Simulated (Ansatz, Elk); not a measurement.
**How far do independent atoms describe Be3Si2?**

Structure refinements treat a crystal as free atoms side by side. For a made-up structure of Be3Si2 (cell and positions from a PBEsol relaxation) the runs below show what the calculated density changes in F(hkl).

Program: Elk 11.2.3 (patched build). Level of theory: DFT, PBE, all-electron APW+lo, Dirac cores, scalar-relativistic bands, static density, no spin. Results are calculated unless marked as measured.

The structure was built from a prototype and need not be the compound's stable phase.

**1. Set-up**

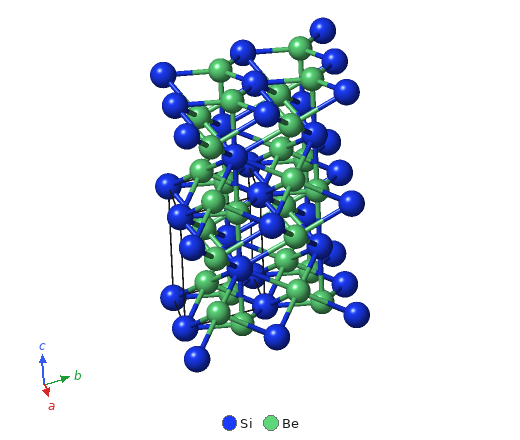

The cell as given, slightly off an axis (silicon blue, beryllium green). 2×2×2 cells are drawn. Some periodic images of atoms are drawn too.

As a file:

```cif
data_structure
_symmetry_space_group_name_H-M 'P 1'
_symmetry_Int_Tables_number 1
_cell_length_a 3.8322
_cell_length_b 3.8322
_cell_length_c 4.5112
_cell_angle_alpha 90.000
_cell_angle_beta 90.000
_cell_angle_gamma 120.000
_cell_volume 57.37
loop_
_atom_site_label
_atom_site_type_symbol
_atom_site_fract_x
_atom_site_fract_y
_atom_site_fract_z
_atom_site_occupancy
Si1 Si 0.00000 0.00000 0.00000 1
Si2 Si 0.33333 0.66667 0.50000 1
Be3 Be 0.33333 0.66667 0.00000 1
Be4 Be 0.66667 0.33333 0.25616 1
Be5 Be 0.66667 0.33333 0.74384 1
```

**2. Ground state and structure factors**

An all-electron density is needed, since X-rays see the cores too. Task 0 finds the density and task 195 Fourier-transforms it; tshift is off so that phases refer to the origin typed.

The input, elk.in:

```
tasks
  0
  195

xctype
  20

spinpol
  .false.

rgkmax
  7.0

gmaxvr
  14.0

lmaxo
  7

lmaxapw
  8

swidth
  0.002

tshift
  .false.

ramdisk
  .false.

hmaxvr
  5.5

maxscl
  120

epspot
  1e-06

sppath
  './'

avec
  7.24183836293 0.00000000000 0.00000000000
  -3.62091918147 6.27161599240 0.00000000000
  0.00000000000 0.00000000000 8.52492247214

atoms
  2
  'Si.in'
  2
  -0.0000000000 -0.0000000000 0.0000000000   0.000000 0.000000 0.000000
  0.3333333333 0.6666666667 0.5000000000   0.000000 0.000000 0.000000
  'Be.in'
  3
  0.3333333333 0.6666666667 0.0000000000   0.000000 0.000000 0.000000
  0.6666666667 0.3333333333 0.2561623830   0.000000 0.000000 0.000000
  0.6666666667 0.3333333333 0.7438376170   0.000000 0.000000 0.000000

ngridk
  7 7 5
```

Command:

```bash
$ OMP_NUM_THREADS=4 elk
```

Numbers of over 12 decimals in the logs are rounded to 6 here.

What it wrote:

```text
┌─────────────────────────┐
│ Elk code version 11.2.3 │
└─────────────────────────┘

All units are atomic (Hartree, Bohr, etc.)

┌─────────────────────────────────────────────────┐
│ Ground-state run starting from atomic densities │
└─────────────────────────────────────────────────┘

Lattice vectors :
   7.241838363       0.000000000       0.000000000
  -3.620919181       6.271615992       0.000000000
   0.000000000       0.000000000       8.524922472

Reciprocal lattice vectors :
  0.8676229698      0.5009223552      -0.000000000
   0.000000000       1.001844710       0.000000000
   0.000000000      -0.000000000      0.7370372373

Unit cell volume      :    387.1851785
Brillouin zone volume :   0.6406500744

Muffin-tin inner radius fraction :   0.1000000000E-01

Nuclei treated as point charges

Species : 1 (Si)
 parameters loaded from : Si.in
 name : silicon
 nuclear charge    :   -14.00000000
 electronic charge :    14.00000000
 atomic mass :    51196.73458
 muffin-tin radius :    2.200000000
 number of radial points in muffin-tin :    793
 inner part over the whole radius :   0.9899632250E-02
 number on inner part of muffin-tin    :    553
 approximate nuclear radius :   0.5963282101E-04
 number of mesh points to nuclear radius :    246
 atomic positions (lattice), magnetic fields (Cartesian) :
  1 :   0.00000000  0.00000000  0.00000000    0.00000000  0.00000000  0.00000000
  2 :   0.33333333  0.66666667  0.50000000    0.00000000  0.00000000  0.00000000

Species : 2 (Be)
 parameters loaded from : Be.in
 name : beryllium
 nuclear charge    :   -4.000000000
 electronic charge :    4.000000000
 atomic mass :    16428.20280
 muffin-tin radius :    1.800000000
 number of radial points in muffin-tin :    593
 inner part over the whole radius :   0.9826427374E-02
 number on inner part of muffin-tin    :    403
 approximate nuclear radius :   0.4290726161E-04
 number of mesh points to nuclear radius :    156
 atomic positions (lattice), magnetic fields (Cartesian) :
  1 :   0.33333333  0.66666667  0.00000000    0.00000000  0.00000000  0.00000000
  2 :   0.66666667  0.33333333  0.25616238    0.00000000  0.00000000  0.00000000
  3 :   0.66666667  0.33333333  0.74383762    0.00000000  0.00000000  0.00000000

Total number of atoms per unit cell :    5
Total muffin-tin volume :    162.4915496
 ratio of muffin-tin to unit cell volume :   0.4196739923

Spin treatment :
 spin-unpolarised

Number of Bravais lattice symmetries :   24
Number of crystal symmetries         :   12
Crystal has no inversion symmetry
Complex Hermitian eigensolver will be used

k-point grid :      7     7     5
k-point offset :    0.000000000       0.000000000       0.000000000
k-point set is reduced with full crystal symmetry group
Total number of k-points :       36

Muffin-tin radius times maximum |G+k| :    7.000000000
 using average radius
Maximum |G+k| for APW functions       :    3.571428571
Maximum (1/2)|G+k|²                   :    6.377551020
Maximum |G| for potential and density :    14.00000000
Constant for pseudocharge density :    8
 order of it for each species :   15  15
 order of it for pair densities of each species (exact exchange by exxq0 0: 16) :   12   7
Radial integration step length :    1

G-vector grid sizes :     35    35    40
Number of G-vectors :    17899

Maximum angular momentum used for
 APW functions            :    8
 outer part of muffin-tin :    7
 inner part of muffin-tin :    2

Total nuclear charge    :   -40.00000000
Total core charge       :    26.00000000
Total valence charge    :    14.00000000
Total excess charge     :    0.000000000
Total electronic charge :    40.00000000

Effective Wigner radius, rₛ :    1.322076872

Number of empty states         :     20
Total number of valence states :     28
Total number of core states    :     26

Third-order local-orbitals added for an l without core states : T
Total number of local-orbitals :     29

Exchange-correlation functional :     20     0     0
[...]
exchange                    :     -48.941769792835
 correlation                 :     -1.531496
 electron entropic           :    -0.85508848817648E-03
 total energy                :     -625.49168561957

Density of states at Fermi energy :    66.92868808
 (states/Hartree/unit cell)

Estimated indirect band gap :   0.1975942756E-02
 from k-point 2 to k-point 27
Estimated direct band gap   :   0.1858564040E-01
 at k-point 26

Charges :
 core                        :    26.00000000
 valence                     :    14.00000000
 interstitial                :    7.044111164
 muffin-tins (core leakage)
  species : 1 (Si)
   atom 1                    :    12.22017773     (  0.1407342003E-02)
[...]
species : 2 (Be)
[...]
total in muffin-tins        :    32.95588884
 total calculated charge     :    39.99365787
 total charge                :    40.00000000
 error                       :   0.6342127746E-02

RMS change in Kohn-Sham potential (target) :    7.097500226     (  0.1000000000E-05)
Absolute change in total energy (target)   :   0.6312818534     (  0.1000000000E-03)

[... loops 3 to 14 left out ...]

┌──────────────────┐
│ Loop number : 15 │
└──────────────────┘

Energies :
 Fermi                       :     0.288132
 sum of occupied eigenvalues :     -334.85575274702
 electron kinetic            :      625.69600521364
 core electron kinetic       :      611.12298501298
 Coulomb                     :     -1199.5102603675
 Coulomb potential           :     -895.42193958134
 nuclear-nuclear             :     -129.32336119082
 electron-nuclear            :     -1247.6604984630
 Hartree                     :      177.47359928641
 Madelung                    :     -751.79929057679
 xc potential                :     -65.129818379321
 exchange                    :     -48.959598025589
 correlation                 :     -1.531454
 electron entropic           :    -0.78556828268810E-03
 total energy                :     -624.30609291706

Density of states at Fermi energy :    60.54572268
 (states/Hartree/unit cell)

Estimated indirect band gap :   0.2861992817E-02
 from k-point 34 to k-point 33
Estimated direct band gap   :   0.2447354513E-01
 at k-point 26

Charges :
 core                        :    26.00000000
 valence                     :    14.00000000
 interstitial                :    7.014122353
 muffin-tins (core leakage)
  species : 1 (Si)
[...]
species : 2 (Be)
[...]
total in muffin-tins        :    32.98587765
 total calculated charge     :    39.99382092
 total charge                :    40.00000000
 error                       :   0.6179083344E-02

RMS change in Kohn-Sham potential (target) :   0.6701510525E-06 (  0.1000000000E-05)
Absolute change in total energy (target)   :   0.1687378813E-05 (  0.1000000000E-03)

Convergence targets achieved

┌──────────────────┐
│ Loop number : 16 │
└──────────────────┘

Energies :
 Fermi                       :     0.288132
 sum of occupied eigenvalues :     -334.85575233889
 electron kinetic            :      625.69600471740
 core electron kinetic       :      611.12298454484
 Coulomb                     :     -1199.5102599156
 Coulomb potential           :     -895.42193943855
 nuclear-nuclear             :     -129.32336119082
 electron-nuclear            :     -1247.6604977061
 Hartree                     :      177.47359898130
 Madelung                    :     -751.79929019638
 xc potential                :     -65.129817617742
 exchange                    :     -48.959597995082
 correlation                 :     -1.531454
 electron entropic           :    -0.78556823323885E-03
 total energy                :     -624.30609293118

Density of states at Fermi energy :    60.54571859
 (states/Hartree/unit cell)

Estimated indirect band gap :   0.2861992516E-02
 from k-point 34 to k-point 33
Estimated direct band gap   :   0.2447355036E-01
 at k-point 26

Charges :
 core                        :    26.00000000
 valence                     :    14.00000000
 interstitial                :    7.014122374
 muffin-tins (core leakage)
  species : 1 (Si)
[...]
species : 2 (Be)
   atom 1                    :    2.913207559     (  0.1178113331E-02)
   atom 2                    :    2.777718752     (  0.1137063013E-02)
   atom 3                    :    2.777718752     (  0.1137063013E-02)
 total in muffin-tins        :    32.98587763
 total calculated charge     :    39.99382092
 total charge                :    40.00000000
 error                       :   0.6179083362E-02

┌──────────────────────────────┐
│ Self-consistent loop stopped │
└──────────────────────────────┘

Warning : core states of species 1 leak from the muffin-tin :   0.1356883724E-02

Warning : core states of species 2 leak from the muffin-tin :   0.1178113331E-02

Wrote STATE.OUT
```

It took 20 s on 4 threads of Arm Neoverse V1, shared host; peak memory 0.18 GiB.

SFACRHO.OUT:

```text

h k l indices transformed by vhmat matrix:
   1.000000000       0.000000000       0.000000000    
   0.000000000       1.000000000       0.000000000    
   0.000000000       0.000000000       1.000000000    

      h      k      l  multipl.   |H|            Re(F)            Im(F)           |F|

      0      0      0      1   0.0000000       39.999998     -0.26326593E-16   39.999998    
      0      0     -1      2  0.73703724       2.8744736     -0.53732738E-14   2.8744736    
      0      1      0      3   1.0018447       1.4491467      -7.1723220       7.3172555    
     -1      1      0      3   1.0018447       1.4491467       7.1723220       7.3172555    
      0     -1      1      6   1.2437511       13.958748      -6.4774955       15.388457    
     -1      0     -1      6   1.2437511       13.958748       6.4774955       15.388457    
      0      0     -2      2   1.4740745       16.670432      0.61498797E-14   16.670432    
      2     -1      0      6   1.7352459       22.655517     -0.43689336E-08   22.655517    
     -1      1      2      6   1.7822986       5.1960482       11.896906       12.982114    
      0      1     -2      6   1.7822986       5.1960482      -11.896906       12.982114    
      2     -1     -1     12   1.8852858       1.5220086      0.41639641E-08   1.5220086    
     -2      0      0      3   2.0036894       1.5725730       5.6492217       5.8640167    
      0     -2      0      3   2.0036894       1.5725730      -5.6492217       5.8640167    
      0     -2     -1      6   2.1349462       11.068919       5.3872581       12.310301    
      0      2      1      6   2.1349462       11.068919      -5.3872581       12.310301    
      0      0     -3      2   2.2111117       2.0655778     -0.16455651E-13   2.0655778    
      2     -1     -2     12   2.2768342       13.890673     -0.79756529E-08   13.890673    
     -1      1      3      6   2.4274900       10.339379      -5.4570857       11.691131
```

Elk indexes on the primitive cell of elk.in and gives |H| = 4π sin θ/λ in inverse bohr. Below, one row stands for each form hkl of the conventional cell (m members, Friedel mates merged), F is for one primitive cell and the density is static (no thermal factor). Free-atom factors are Waasmaier and Kirfel's, and R is Σm||F|−|F'||/Σm|F|.

```csv
hkl,m,sin θ/λ (Å⁻¹),"abs F, DFT",neutral atoms,diff.,abs of complex diff.
001,2,0.111,2.874,2.695,+0.179,0.179
100,6,0.151,7.317,7.381,-0.063,0.243
101,12,0.187,15.388,15.389,-0.001,0.131
002,2,0.222,16.670,16.654,+0.017,0.017
110,6,0.261,22.655,22.793,-0.138,0.138
102,12,0.268,12.982,13.123,-0.141,0.157
111,12,0.283,1.522,1.596,-0.074,0.074
200,6,0.301,5.864,5.865,-0.001,0.002
201,12,0.321,12.310,12.459,-0.149,0.166
003,2,0.333,2.066,2.008,+0.057,0.057
112,12,0.342,13.891,13.946,-0.055,0.055
103,12,0.365,11.691,11.713,-0.022,0.031
202,12,0.374,11.417,11.432,-0.015,0.023
210,12,0.399,5.089,5.106,-0.017,0.038
211,24,0.414,10.987,10.981,+0.005,0.014
113,12,0.423,1.824,1.829,-0.006,0.006
004,2,0.443,17.850,17.889,-0.039,0.039
203,12,0.449,10.420,10.417,+0.004,0.013
```

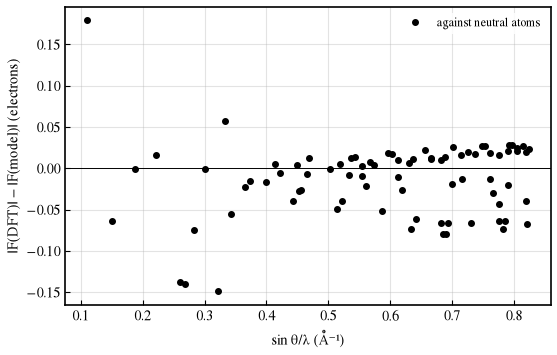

Difference between the calculated structure factors and the independent-atom ones.

**3. The highest occupied states alone**

An energy window below the Fermi level keeps the highest occupied states, to see at which angles they scatter; shallow core shells can lie inside it and anion s states outside. No new self-consistency is needed.

elk.in: that of step 2 with these lines changed.

```diff
@@ -1,3 +1,2 @@
 tasks
-  0
   195
@@ -40,2 +39,5 @@
 
+wsfac
+  -0.152860 0.588130
+
 sppath
```

Command:

```bash
$ OMP_NUM_THREADS=4 elk
```

What it wrote:

```text
┌─────────────────────────────────┐
│ Elk code version 11.2.3 started │
└─────────────────────────────────┘

Info(readinput): the functional depends on the density's gradient
 muffin-tin radial points multiplied by    2.00000
 (not where nrmtscf is given)

┌────────────────────┐
│ Current task : 195 │
└────────────────────┘

Info(sfacrho): density structure factors written to SFACRHO.OUT

 Energy window :  -0.1528600000      0.5881300000

┌──────────────────┐
│ Elk code stopped │
└──────────────────┘
```

The job ended after 4.4 s (4 threads; peak memory 0.19 GiB; 5.3 s of CPU time).

States within 12 eV below the Fermi level hold 13.78 electrons; any levels below the window count with the cores, and a count that is not whole means the window cuts a band. Their amplitudes can exceed the total, where window and core parts have opposite phase:

```csv
hkl,sin θ/λ (Å⁻¹),"abs F, window","abs F, all"
001,0.111,1.031,2.874
100,0.151,0.723,7.317
101,0.187,0.927,15.388
002,0.222,0.489,16.670
110,0.261,0.009,22.655
102,0.268,0.126,12.982
111,0.283,0.083,1.522
200,0.301,0.030,5.864
201,0.321,0.266,12.310
003,0.333,0.021,2.066
```

**4. Another functional**

The difference from free atoms is small, so it is set against the change that LDA (Perdew-Wang) makes.

elk.in: that of step 3 with these lines changed.

```diff
@@ -1,2 +1,3 @@
 tasks
+  0
   195
@@ -4,3 +5,3 @@
 xctype
-  20
+  3
 
@@ -39,5 +40,2 @@
 
-wsfac
-  -0.152860 0.588130
-
 sppath
```

Command:

```bash
$ OMP_NUM_THREADS=4 elk
```

What it wrote:

```text
┌─────────────────────────┐
│ Elk code version 11.2.3 │
└─────────────────────────┘

All units are atomic (Hartree, Bohr, etc.)

┌─────────────────────────────────────────────────┐
│ Ground-state run starting from atomic densities │
└─────────────────────────────────────────────────┘

Lattice vectors :
   7.241838363       0.000000000       0.000000000
  -3.620919181       6.271615992       0.000000000
   0.000000000       0.000000000       8.524922472

Reciprocal lattice vectors :
  0.8676229698      0.5009223552      -0.000000000
[...]
species : 2 (Be)
[...]
atom 2                    :    2.784375738     (  0.1238814940E-02)
   atom 3                    :    2.784375738     (  0.1238814940E-02)
 total in muffin-tins        :    33.04179673
 total calculated charge     :    39.99345095
 total charge                :    40.00000000
 error                       :   0.6549052623E-02

┌──────────────────────────────┐
│ Self-consistent loop stopped │
└──────────────────────────────┘

Warning : core states of species 1 leak from the muffin-tin :   0.1385811507E-02

Warning : core states of species 2 leak from the muffin-tin :   0.1283895405E-02

Wrote STATE.OUT
[key lines of the parts left out:]
total energy                :     -621.82154638539
```

Elapsed: 16 s, on 4 threads; peak memory 0.19 GiB; 52 s of CPU time.

Against the first run R = 0.23 %; the largest change is -0.060 at 114.

**5. Basis size**

A smaller basis shows how fast F responds to it; the change is likely larger than the basis error of the first run, but doesn't show convergence.

elk.in: that of step 4 with these lines changed.

```diff
@@ -5,3 +5,3 @@
 xctype
-  3
+  20
 
@@ -11,3 +11,3 @@
 rgkmax
-  7.0
+  5.5
```

Command:

```bash
$ OMP_NUM_THREADS=4 elk
```

What it wrote:

```text
┌─────────────────────────┐
│ Elk code version 11.2.3 │
└─────────────────────────┘

All units are atomic (Hartree, Bohr, etc.)

┌─────────────────────────────────────────────────┐
│ Ground-state run starting from atomic densities │
└─────────────────────────────────────────────────┘

Lattice vectors :
   7.241838363       0.000000000       0.000000000
  -3.620919181       6.271615992       0.000000000
   0.000000000       0.000000000       8.524922472

Reciprocal lattice vectors :
  0.8676229698      0.5009223552      -0.000000000
[...]
species : 2 (Be)
[...]
atom 2                    :    2.775085303     (  0.1136319993E-02)
   atom 3                    :    2.775085303     (  0.1136319993E-02)
 total in muffin-tins        :    32.97503789
 total calculated charge     :    39.99392399
 total charge                :    40.00000000
 error                       :   0.6076014999E-02

┌──────────────────────────────┐
│ Self-consistent loop stopped │
└──────────────────────────────┘

Warning : core states of species 1 leak from the muffin-tin :   0.1356621656E-02

Warning : core states of species 2 leak from the muffin-tin :   0.1177077147E-02

Wrote STATE.OUT
[key lines of the parts left out:]
total energy                :     -624.30416084758
```

Wall time 12 s (4 threads); peak memory 0.19 GiB; 32 s of CPU time.

Against the first run R = 0.02 %; the largest change is -0.008 at 202.

**6. Settings against the effect**

```csv
run,R against the first run (%),"R against neutral atoms, low angle (%)",wall time
"PBE, rgkmax 7",0.00,0.72,20 s
LDA (Perdew-Wang),0.23,0.72,16 s
rgkmax 5.5,0.02,0.73,12 s
```

**7. What came out**

| Property | Result |
| --- | --- |
| R against neutral atoms, sin θ/λ < 0.3 Å⁻¹ | 0.72 % |
| R against neutral atoms, 0.3 to 0.82 Å⁻¹ | 0.43 % |

In words: Independent neutral atoms miss the calculated amplitudes by R = 0.72 % below 0.3 Å⁻¹ and 0.43 % from there to 0.82 Å⁻¹; by shells, 6.23 % below 0.15 Å⁻¹ (1 form), 0.67 % 0.15 to 0.3 (6 forms), 0.31 % 0.3 to 0.45 (11 forms), 0.45 % above 0.45 (63 forms). Bonding, aspherical density and the tables' own atoms all enter these figures, and the runs don't part them. The largest change of an amplitude is +0.18 electrons, at 001. R counts amplitudes alone; phases shift too. The window's part falls from 13.8 electrons at the origin to at most 0.21 between 0.45 and 0.82 Å⁻¹. Below 0.3 Å⁻¹ the changes that finished (LDA (Perdew-Wang) and rgkmax 5.5) move F by R = 0.08 % at most, against the 0.72 % that separates it from free atoms. A single amplitude moves by up to 0.06 electrons, against 0.18 for the largest difference from free atoms. The k-mesh has no finished test. Part of the difference isn't bonding: the tables are fits to free atoms and ions calculated by other methods than this functional. Thermal motion, anomalous dispersion and extinction are left out.

[Logs are printed without paths, hosts, clocks, repeated set-up lines and the standing remarks that a program may print on its own settings, such as how far it seeks lower states.]

[Hosts, paths, dates, database ids (printed as entryN), source tags and the programs' standing remarks are cut or masked in the printed files.]
